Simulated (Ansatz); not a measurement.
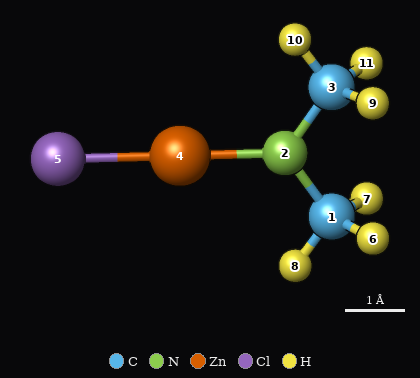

Fig. 1: The structure as given in the input (ball-and-stick view, seen at a tilt; atoms are numbered from 1 in the order of the input). Sticks mark near contacts. Bond lengths as drawn: Cl–Zn 2.09 Å, C–H 1.09 to 1.10 Å, C–N 1.44 Å and N–Zn 1.80 Å.

**Molecular dynamics of C2H6ClNZn**

System: C2H6ClNZn, SMILES C[N](C)[Zn][Cl].
Method: RKS r2SCAN-d3bj/def2-SVP (Ansatz 0.2.0).

The geometry comes from this level: PBE0-D4/def2-TZVP. Figures and captions count atoms from 1; the log counts them from 0 in places.

Input:
```yaml
crystal:
  periodic: [false, false, false]
  atoms:
    - {symbol: C, position_ang: [-1.109867, -0.514397, 0.552221]}
    - {symbol: N, position_ang: [-0.011856, 0.153230, -0.093920]}
    - {symbol: C, position_ang: [1.234776, -0.546971, 0.062524]}
    - {symbol: Zn, position_ang: [-0.177993, 1.704011, -0.992408]}
    - {symbol: Cl, position_ang: [-0.371687, 3.504577, -2.039329]}
    - {symbol: H, position_ang: [-0.942189, -0.620893, 1.635936]}
    - {symbol: H, position_ang: [-1.264164, -1.528191, 0.149496]}
    - {symbol: H, position_ang: [-2.046568, 0.032931, 0.420894]}
    - {symbol: H, position_ang: [1.512025, -0.654986, 1.123356]}
    - {symbol: H, position_ang: [2.054855, -0.024051, -0.435722]}
    - {symbol: H, position_ang: [1.187968, -1.562259, -0.362648]}
basis:
  gaussian: {orbitals: def2-SVP}
hamiltonian: {xc: {name: r2SCAN}, dispersion: d3bj}
md: {timestep: 1 fs, n_steps: 20, ensemble: nvt_nose_hoover, temperature: 500, initial_velocities: maxwell_boltzmann, seed: 573}
```

Machine: 4 threads of Intel Xeon @ 2.50GHz, 31 GiB of memory available, shared host.

Command:
```bash
ansatz run in.yaml --threads 4 --pin off --events-out ev --progress --plain --max-ram 11315MiB
```

What the program printed:
```
Warning: the engine holds no damping parameters fitted to this dispersion correction and functional, so the run takes those fitted to r2scan beside the three-body term, which d3bj leaves out (hamiltonian.dispersion, under Limitations)
Functional definition: r2SCAN
  name "r2SCAN"
  cite "Furness, Kaplan, Ning, Perdew & Sun, J. Phys. Chem. Lett. 11, 8208 (2020) doi:10.1021/acs.jpclett.0c02405"
  cite "Furness, Kaplan, Ning, Perdew & Sun, J. Phys. Chem. Lett. 11, 9248 (2020) doi:10.1021/acs.jpclett.0c03077"
  parent r2scan
  parameter k0 = 0.174
  parameter k1 = 0.065
  parameter a1 = 4.9479
  exchange = r2scan_x(k0 = k0, k1 = k1, a1 = a1)
  correlation = r2scan_c
1389 factors; their error is unknown
mean field evaluation 1: about -64576.8174 eV, gradient 7.4e1 eV
mean field evaluation 2: about -64516.4265 eV, gradient 1.7e2 eV
mean field evaluation 4: about -64588.2943 eV, gradient 1.4e1 eV
mean field evaluation 8: about -64588.6660 eV, gradient 2.7e-1 eV
mean field evaluation 16: about -64588.5905 eV, gradient 1.5e-4 eV
mean field -64588.59052056 eV, -2373.5869219116 hartree, gradient 1.9e-5 eV, S^2 0.000000; 0 other end points of the search recorded, 0 dependent functions left out
the calculation of the forces begins
reference -64588.59053506 eV, -2373.5869224442 hartree; 36, 36 occupied and 85, 85 virtual orbitals, 1389 factors
md step     0: t =     0.00 fs  T =   500.0 K  F+E_penalty+E_count = -64588.65770786 eV  E_kin = 0.581670 eV  conserved = -64588.07603787 eV  (29 SCF iters)
these checks for a lower state are left out or cut short: starts, cluster_reference, orbital_swaps, neighbouring_geometries, increment
1389 factors; their error is unknown
mean field -64588.55400424 eV, -2373.5855799616 hartree, gradient 2.3e-5 eV, S^2 0.000000; 0 other end points of the search recorded, 0 dependent functions left out
[... from here on the field's lines of each further geometry are left out, up to the last ...]
md step     1: t =     1.00 fs  T =   471.0 K  F+E_penalty+E_count = -64588.62120861 eV  E_kin = 0.547945 eV  conserved = -64588.07326438 eV  (32 SCF iters, 3 dispersion substeps)
md step     2: t =     2.00 fs  T =   383.3 K  F+E_penalty+E_count = -64588.51411210 eV  E_kin = 0.445933 eV  conserved = -64588.06818733 eV  (32 SCF iters, 3 dispersion substeps)
md step     3: t =     3.00 fs  T =   297.7 K  F+E_penalty+E_count = -64588.41175119 eV  E_kin = 0.346328 eV  conserved = -64588.06545531 eV  (32 SCF iters, 3 dispersion substeps)
md step     4: t =     4.00 fs  T =   251.6 K  F+E_penalty+E_count = -64588.35825522 eV  E_kin = 0.292677 eV  conserved = -64588.06565535 eV  (32 SCF iters, 3 dispersion substeps)
md step     5: t =     5.00 fs  T =   244.0 K  F+E_penalty+E_count = -64588.35158747 eV  E_kin = 0.283835 eV  conserved = -64588.06789789 eV  (32 SCF iters, 3 dispersion substeps)
md step     6: t =     6.00 fs  T =   246.2 K  F+E_penalty+E_count = -64588.35700285 eV  E_kin = 0.286446 eV  conserved = -64588.07079960 eV  (32 SCF iters, 3 dispersion substeps)
md step     7: t =     7.00 fs  T =   226.2 K  F+E_penalty+E_count = -64588.33377198 eV  E_kin = 0.263163 eV  conserved = -64588.07097403 eV  (31 SCF iters, 3 dispersion substeps)
md step     8: t =     8.00 fs  T =   190.4 K  F+E_penalty+E_count = -64588.28697665 eV  E_kin = 0.221484 eV  conserved = -64588.06599073 eV  (32 SCF iters, 3 dispersion substeps)
md step     9: t =     9.00 fs  T =   197.4 K  F+E_penalty+E_count = -64588.29163740 eV  E_kin = 0.229590 eV  conserved = -64588.06269863 eV  (31 SCF iters, 3 dispersion substeps)
md step    10: t =    10.00 fs  T =   277.4 K  F+E_penalty+E_count = -64588.39053362 eV  E_kin = 0.322747 eV  conserved = -64588.06865848 eV  (32 SCF iters, 3 dispersion substeps)
md step    11: t =    11.00 fs  T =   366.0 K  F+E_penalty+E_count = -64588.49952286 eV  E_kin = 0.425752 eV  conserved = -64588.07497458 eV  (31 SCF iters, 3 dispersion substeps)
md step    12: t =    12.00 fs  T =   389.2 K  F+E_penalty+E_count = -64588.52477251 eV  E_kin = 0.452799 eV  conserved = -64588.07359117 eV  (32 SCF iters, 3 dispersion substeps)
md step    13: t =    13.00 fs  T =   354.0 K  F+E_penalty+E_count = -64588.47868652 eV  E_kin = 0.411806 eV  conserved = -64588.06892695 eV  (32 SCF iters, 3 dispersion substeps)
md step    14: t =    14.00 fs  T =   312.8 K  F+E_penalty+E_count = -64588.42788471 eV  E_kin = 0.363930 eV  conserved = -64588.06640793 eV  (31 SCF iters, 3 dispersion substeps)
md step    15: t =    15.00 fs  T =   299.6 K  F+E_penalty+E_count = -64588.41236324 eV  E_kin = 0.348512 eV  conserved = -64588.06670522 eV  (32 SCF iters, 3 dispersion substeps)
md step    16: t =    16.00 fs  T =   312.1 K  F+E_penalty+E_count = -64588.42846249 eV  E_kin = 0.363026 eV  conserved = -64588.06872001 eV  (31 SCF iters, 3 dispersion substeps)
md step    17: t =    17.00 fs  T =   324.1 K  F+E_penalty+E_count = -64588.44450695 eV  E_kin = 0.377049 eV  conserved = -64588.07121604 eV  (31 SCF iters, 3 dispersion substeps)
md step    18: t =    18.00 fs  T =   306.4 K  F+E_penalty+E_count = -64588.42399008 eV  E_kin = 0.356457 eV  conserved = -64588.07178890 eV  (31 SCF iters, 3 dispersion substeps)
md step    19: t =    19.00 fs  T =   257.4 K  F+E_penalty+E_count = -64588.36318223 eV  E_kin = 0.299460 eV  conserved = -64588.06844903 eV  (32 SCF iters, 3 dispersion substeps)
the calculation of the forces begins
reference -64588.24719291 eV, -2373.5743048529 hartree; 36, 36 occupied and 85, 85 virtual orbitals, 1389 factors
1389 factors; their error is unknown
mean field evaluation 192: about -64588.2472 eV, gradient 4.6e-2 eV
mean field -64588.24717857 eV, -2373.5743043260 hartree, gradient 3.3e-5 eV, S^2 0.000000; 1 other end points of the search recorded, 0 dependent functions left out
the calculation of the forces begins
reference -64588.24719291 eV, -2373.5743048529 hartree; 36, 36 occupied and 85, 85 virtual orbitals, 1389 factors
md step    20: t =    20.00 fs  T =   219.2 K  F+E_penalty+E_count = -64588.31451528 eV  E_kin = 0.254988 eV  conserved = -64588.06467988 eV  (32 SCF iters, 3 dispersion substeps)
```

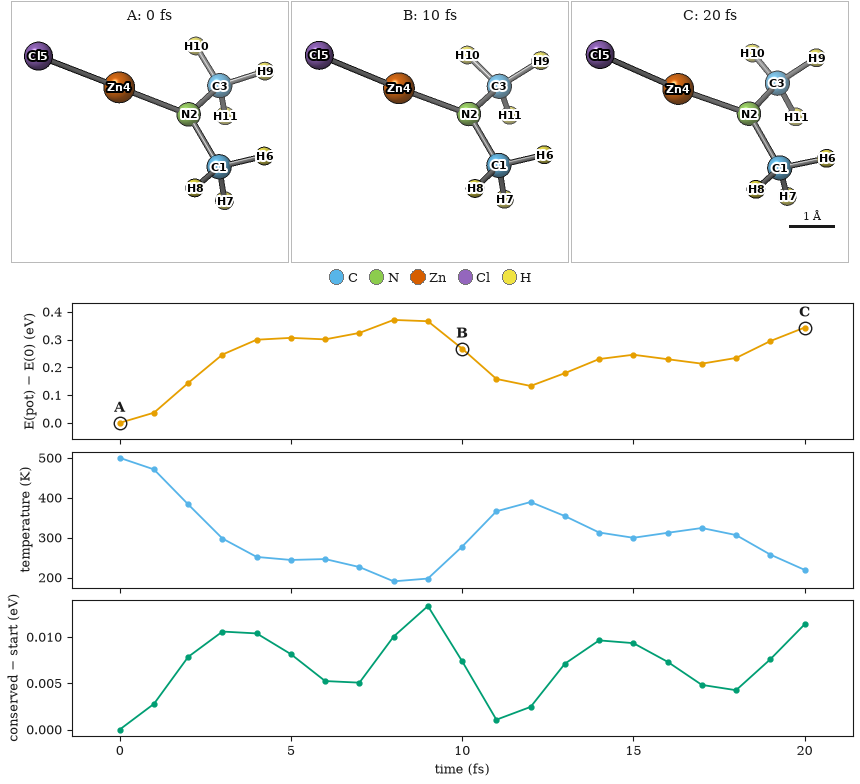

Fig. 2: Frames of the molecular dynamics (ball-and-stick, seen at a tilt) above the curves, on which the letters mark them. The trajectory kept here has 21 frames over 20 fs. The temperature starts at 500 K, ranges from 190 to 500 K and averages 311 K over the second half. The potential energy ends 0.343 eV above its first value. The conserved quantity stays within 0.013 eV. After an unweighted best fit of the last frame on the first, the root-mean-square displacement is 0.19 Å, and H9 has moved furthest (0.32 Å).

```
Total energy: -64588.31452961 eV, -2373.5767794313 hartree
Atom 0 at    -1.140623    -0.514372     0.577226 Å, force     2.330352    -0.247740     0.892589 eV/Å
Atom 1 at    -0.037398     0.210523    -0.044812 Å, force     0.326125    -0.367706    -0.319340 eV/Å
Atom 2 at     1.260326    -0.470907     0.042249 Å, force    -1.314318     1.572324     2.554914 eV/Å
Atom 3 at    -0.181114     1.661410    -1.037949 Å, force    -0.250360     0.813436    -0.304614 eV/Å
Atom 4 at    -0.355292     3.530404    -1.982789 Å, force     0.027486    -0.067865    -0.059585 eV/Å
Atom 5 at    -0.997002    -0.641772     1.698044 Å, force    -0.032889     0.247789    -0.608333 eV/Å
Atom 6 at    -1.140978    -1.542435     0.192434 Å, force    -0.550134    -0.343169    -0.231337 eV/Å
Atom 7 at    -2.063188     0.000329     0.439448 Å, force    -1.157616     0.375018    -0.321011 eV/Å
Atom 8 at     1.634851    -0.284609     1.087089 Å, force     0.336271    -0.312519    -0.461702 eV/Å
Atom 9 at     2.054161    -0.239988    -0.642243 Å, force     0.321975     0.673339    -0.894735 eV/Å
Atom 10 at     1.056909    -1.496910    -0.016790 Å, force    -0.036891    -2.342907    -0.246846 eV/Å
Dipole moment:     0.060923    -0.493976     0.153561 e Å
```

Trajectory as extended XYZ (Å, eV, eV/Å), 9 of the 21 frames kept, from step=0 to step=20:
```
11
Properties=species:S:1:pos:R:3:forces:R:3 step=0 time_fs=0.0 energy=-64588.65771 temperature=500.0
C    -1.1099   -0.5144    0.5522    0.1856   0.1703  -0.1434
N    -0.0119    0.1532   -0.0939   -0.0217   0.1972  -0.1168
C     1.2348   -0.5470    0.0625   -0.2228   0.1760  -0.0580
Zn   -0.1780    1.7040   -0.9924    0.0134  -0.1236   0.0724
Cl   -0.3717    3.5046   -2.0393   -0.0068   0.0634  -0.0370
H    -0.9422   -0.6209    1.6359    0.0099  -0.0652   0.3390
H    -1.2642   -1.5282    0.1495   -0.0818  -0.3246  -0.0857
H    -2.0466    0.0329    0.4209   -0.2861   0.1534  -0.0317
H     1.5120   -0.6550    1.1234    0.1249  -0.0668   0.3149
H     2.0549   -0.0241   -0.4357    0.2535   0.1459  -0.1444
H     1.1880   -1.5623   -0.3626    0.0321  -0.3262  -0.1095
11
Properties=species:S:1:pos:R:3:forces:R:3 step=2 time_fs=2.0 energy=-64588.51411 temperature=383.3
C    -1.0905   -0.5113    0.5514   -1.9598   0.3780  -0.9336
N    -0.0118    0.1589   -0.0897   -0.2148   0.0102   0.0341
C     1.2141   -0.5364    0.0763    1.2146  -0.8372  -2.0278
Zn   -0.1781    1.6986   -0.9965   -0.0101   0.0705  -0.0298
Cl   -0.3701    3.5075   -2.0337   -0.0030   0.0122  -0.0154
H    -0.9325   -0.5975    1.6193    0.0322  -0.2284   0.9203
H    -1.2909   -1.5266    0.1319    0.2819  -0.0248   0.1474
H    -2.0867    0.0200    0.3978    0.9428  -0.2673   0.2436
H     1.5771   -0.6388    1.1029   -0.0010   0.0732   0.6365
H     2.0017    0.0186   -0.5096   -0.2036  -0.5769   0.4994
H     1.1983   -1.6265   -0.3596   -0.0791   1.3904   0.5254
11
Properties=species:S:1:pos:R:3:forces:R:3 step=5 time_fs=5.0 energy=-64588.35159 temperature=244.0
C    -1.0736   -0.5050    0.5456   -2.5664  -0.2628   0.2570
N    -0.0130    0.1675   -0.0831   -0.5521  -0.0961   0.1966
C     1.1916   -0.5256    0.0853    2.6934  -0.8171  -1.6660
Zn   -0.1783    1.6906   -1.0026   -0.0443   0.3566  -0.1560
Cl   -0.3677    3.5118   -2.0252    0.0026  -0.0542   0.0062
H    -0.9178   -0.5787    1.6491   -0.1721  -0.2567  -0.1792
H    -1.3077   -1.5236    0.1181    0.6229   0.1556   0.3453
H    -2.0804   -0.0153    0.3813    0.7652   0.0948   0.3073
H     1.6688   -0.6068    1.1078   -0.6264   0.3391  -0.2568
H     1.9106    0.0390   -0.5821    0.1924  -0.7920   0.7128
H     1.2058   -1.6241   -0.3184   -0.3153   1.3327   0.4326
11
Properties=species:S:1:pos:R:3:forces:R:3 step=8 time_fs=8.0 energy=-64588.28698 temperature=190.4
C    -1.0738   -0.5006    0.5416   -0.7006  -0.8835   1.5133
N    -0.0174    0.1755   -0.0753   -0.5452   0.0170   0.1878
C     1.1873   -0.5193    0.0831    2.0849   1.3298   0.3388
Zn   -0.1785    1.6831   -1.0090   -0.0766   0.5353  -0.2108
Cl   -0.3653    3.5160   -2.0168    0.0078  -0.0906   0.0090
H    -0.9168   -0.5816    1.6684   -0.2367  -0.1784  -0.7617
H    -1.2743   -1.5122    0.1311    0.4416  -0.3289   0.1223
H    -2.0221   -0.0379    0.3884   -1.1755   0.9780   0.0011
H     1.7102   -0.5474    1.0968   -0.7551   0.3379  -0.3985
H     1.8418   -0.0014   -0.6019    1.3619   0.0125  -0.2457
H     1.1873   -1.5285   -0.2465   -0.4063  -1.7291  -0.5554
11
Properties=species:S:1:pos:R:3:forces:R:3 step=10 time_fs=10.0 energy=-64588.39053 temperature=277.4
C    -1.0779   -0.5008    0.5444   -0.7686  -0.5150   1.0462
N    -0.0223    0.1809   -0.0695   -0.1943   0.1456   0.0590
C     1.1932   -0.5113    0.0818    1.3273   1.5075   0.0150
Zn   -0.1787    1.6785   -1.0134   -0.1045   0.6029  -0.2384
Cl   -0.3637    3.5187   -2.0111    0.0131  -0.1040   0.0063
H    -0.9271   -0.5924    1.6481   -0.1178  -0.1155  -0.1027
H    -1.2297   -1.5168    0.1472    0.1187  -0.4495  -0.0647
H    -2.0247   -0.0131    0.3955   -0.8985   0.5753  -0.0161
H     1.7024   -0.4916    1.0710   -0.3489   0.1712   0.2249
H     1.8530   -0.0336   -0.6197    1.2982   0.1449  -0.4322
H     1.1560   -1.5234   -0.2173   -0.3247  -1.9634  -0.4975
11
Properties=species:S:1:pos:R:3:forces:R:3 step=12 time_fs=12.0 energy=-64588.52477 temperature=389.2
C    -1.0847   -0.5026    0.5503   -1.6590   0.0526  -0.0821
N    -0.0277    0.1866   -0.0635    0.2480   0.1718  -0.0983
C     1.2034   -0.4989    0.0801    0.8393  -0.3152  -1.6871
Zn   -0.1790    1.6742   -1.0179   -0.1358   0.6694  -0.2784
Cl   -0.3621    3.5213   -2.0054    0.0193  -0.1150   0.0031
H    -0.9418   -0.6077    1.6246    0.0344  -0.0547   0.8355
H    -1.1805   -1.5375    0.1612   -0.2027  -0.1021  -0.1082
H    -2.0592    0.0323    0.4024    0.3891  -0.4246   0.0984
H     1.6815   -0.4293    1.0540    0.1323  -0.0505   0.8492
H     1.9113   -0.0618   -0.6518    0.2841  -0.2248   0.2061
H     1.1131   -1.5863   -0.2053    0.0510   0.3932   0.2618
11
Properties=species:S:1:pos:R:3:forces:R:3 step=15 time_fs=15.0 energy=-64588.41236 temperature=299.6
C    -1.1045   -0.5052    0.5588   -0.9171  -0.1304  -0.0192
N    -0.0342    0.1960   -0.0551    0.6182  -0.0469  -0.2555
C     1.2237   -0.4828    0.0679    0.4461  -1.3225  -1.0537
Zn   -0.1796    1.6686   -1.0251   -0.1795   0.7788  -0.3356
Cl   -0.3596    3.5249   -1.9969    0.0262  -0.1190  -0.0090
H    -0.9616   -0.6331    1.6461    0.0134   0.1437   0.3677
H    -1.1242   -1.5694    0.1755   -0.5656   0.5299  -0.0152
H    -2.0794    0.0651    0.4194    0.7501  -0.9298   0.0404
H     1.6585   -0.3425    1.0816    0.0793  -0.4397  -0.0222
H     2.0087   -0.1211   -0.6796   -0.8245  -0.2828   0.7188
H     1.0570   -1.6408   -0.1660    0.5533   1.8186   0.5835
11
Properties=species:S:1:pos:R:3:forces:R:3 step=18 time_fs=18.0 energy=-64588.42399 temperature=306.4
C    -1.1297   -0.5091    0.5676    1.8666  -0.7993   1.0696
N    -0.0372    0.2051   -0.0483    0.5080  -0.2291  -0.3286
C     1.2468   -0.4752    0.0492   -0.6129  -0.0457   1.7592
Zn   -0.1804    1.6639   -1.0326   -0.2230   0.8278  -0.3297
Cl   -0.3570    3.5283   -1.9884    0.0284  -0.0939  -0.0375
H    -0.9808   -0.6465    1.6954   -0.0856   0.3028  -0.7728
H    -1.1150   -1.5619    0.1875   -0.6864   0.2670  -0.0705
H    -2.0498    0.0287    0.4380   -0.9649   0.0793  -0.2769
H     1.6432   -0.2918    1.1081    0.0355  -0.5738  -0.9199
H     2.0466   -0.2002   -0.6553   -0.2796   0.3587  -0.1944
H     1.0446   -1.5588   -0.0814    0.4139  -0.0939   0.1016
11
Properties=species:S:1:pos:R:3:forces:R:3 step=20 time_fs=20.0 energy=-64588.31451 temperature=219.2
C    -1.1406   -0.5144    0.5772    2.3304  -0.2477   0.8926
N    -0.0374    0.2105   -0.0448    0.3261  -0.3677  -0.3193
C     1.2603   -0.4709    0.0422   -1.3143   1.5723   2.5549
Zn   -0.1811    1.6614   -1.0379   -0.2504   0.8134  -0.3046
Cl   -0.3553    3.5304   -1.9828    0.0275  -0.0679  -0.0596
H    -0.9970   -0.6418    1.6980   -0.0329   0.2478  -0.6083
H    -1.1410   -1.5424    0.1924   -0.5501  -0.3432  -0.2313
H    -2.0632    0.0003    0.4394   -1.1576   0.3750  -0.3210
H     1.6349   -0.2846    1.0871    0.3363  -0.3125  -0.4617
H     2.0542   -0.2400   -0.6422    0.3220   0.6733  -0.8947
H     1.0569   -1.4969   -0.0168   -0.0369  -2.3429  -0.2468
```

Results in brief:

| quantity | value |
| --- | --- |
| outcome | finished |
| mean temperature over the second half | 311 K |
| trajectory | 20 steps, 20 fs |
| ensemble | nvt_nose_hoover |
| temperature in the input | 500 K |
| time step | 1 fs |
| potential energy (last step) | −64588.3145 eV |
| mean-field energy (last step) | −64588.2472 eV |
| dispersion energy (last step) | −0.0673 eV |
| SCF solution under orbital rotations (last step) | stable |
| largest force (length of the vector) (last step) | 3.275 eV/Å |
| dipole moment (last step) | 2.50 D |
| wall time | 57 s (CPU time 3.5 min) |
| peak memory | 0.6 GiB |

Warnings of the run: the dispersion correction has no parameters fitted for this combination and takes those fitted for r2SCAN with other terms. So short a trajectory is not equilibrated. The temperature stays far from the 500 K of the thermostat over the second half: the run isn't equilibrated.
